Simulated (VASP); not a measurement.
Band structure of HgTe (zinc blende). All values below come from PBE GGA with spin-orbit coupling, VASP's PBE PAW potentials (set 64) (plane waves; VASP 6.6.1).

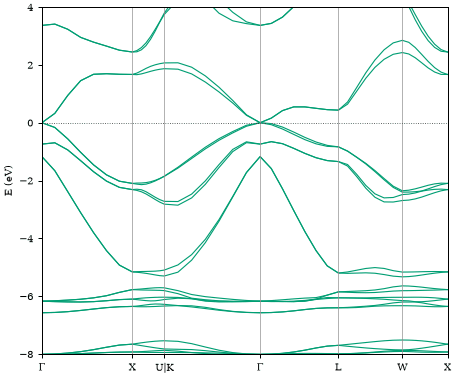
Figure: Bands along high-symmetry lines, zero at the valence-band maximum or, without a gap, the Fermi level

Read the plot: is there a gap, and where are the band edges?

It has no gap at this level: it comes out as a metal or semimetal.

The compound is HgTe in the zinc blende structure. It was relaxed first, which changed the volume by +9 %.
